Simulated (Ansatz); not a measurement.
The relaxed structure here is a generated cell of ScF3: the first start was made by a random draw of sites in a space group, and the end was not matched to a known phase here, so it may be hypothetical.

A relaxed structure of ScF₃. The numbers are results of PBE (plane waves to 420 eV, PAW, scalar-relativistic; Ansatz, an electronic-structure program), not measurements.

Pm (No. 6), mP8; a = 4.1894 Å, b = 5.8182 Å, c = 4.9491 Å, α = 90.00°, β = 113.64°, γ = 90.00°.

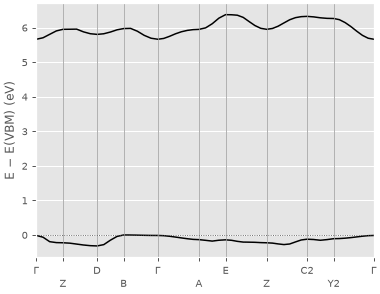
*Highest filled and lowest empty band along the path of this cell's Brillouin zone*

Q: Read off the gap and say whether it is direct.

A: 5.67 eV, direct within 0.03 eV (at Γ) (no spin-orbit coupling).

Q: How far does the top valence band disperse along this path?

A: About 0.3 eV.

No spin polarisation in the result.

It was reached from a disturbed copy of a Cccm (No. 66) cell, against which it lies -10 meV/atom.
